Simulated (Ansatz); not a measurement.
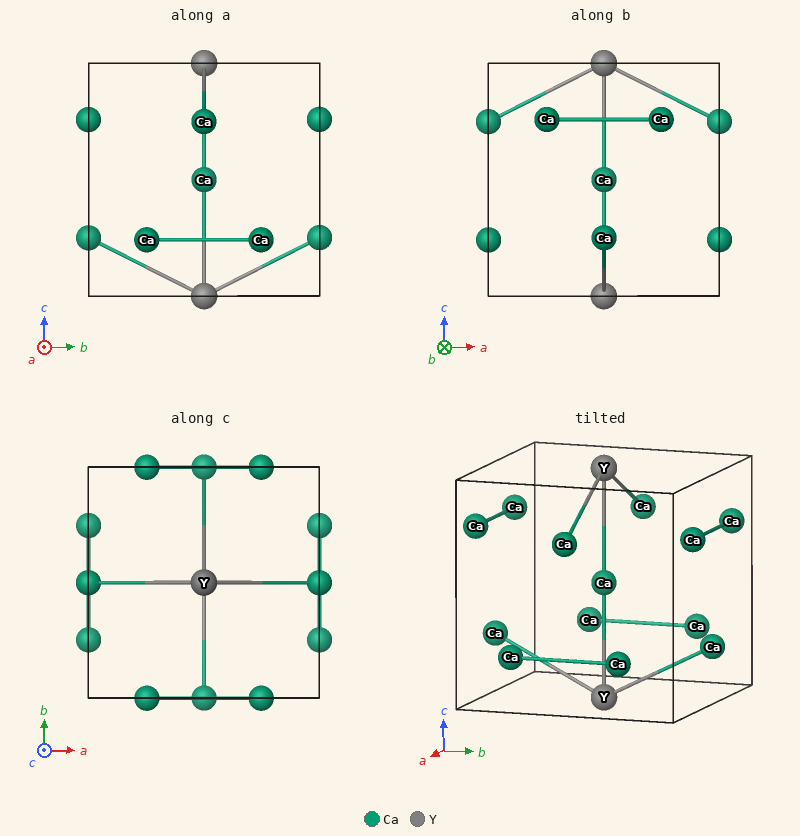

Drawn in the ball-and-stick manner and seen along the a axis, along the b axis, along the c axis and slightly off an axis. The frame is the unit cell; atoms at its boundary are shown with their periodic copies.

Lattice parameters: a = 6.863 Å, b = 6.863 Å, c = 6.920 Å, α = 89.94°, β = 89.94°, γ = 90.00°. Put a along x and b in the xy plane.

**Write down what is shown as a POSCAR file, with free fractional coordinates to two decimals.**

```
Ca Y
1.0
     6.863    0.000    0.000
     0.000    6.863    0.000
     0.008    0.008    6.920
Ca Y
7 1
Direct
  0.00 0.25 0.24
  0.50 0.00 0.25
  0.00 0.75 0.24
  0.00 0.50 0.75
  0.50 0.50 0.50
  0.25 0.00 0.76
  0.75 0.00 0.76
  0.50 0.50 0.00
```

Starting structure: a structure type filled with these elements by a generator (whether the compound takes this form wasn't checked). Earlier steps of the study may have refined or changed the cell and positions. It was set up as input for a calculation with Ansatz.
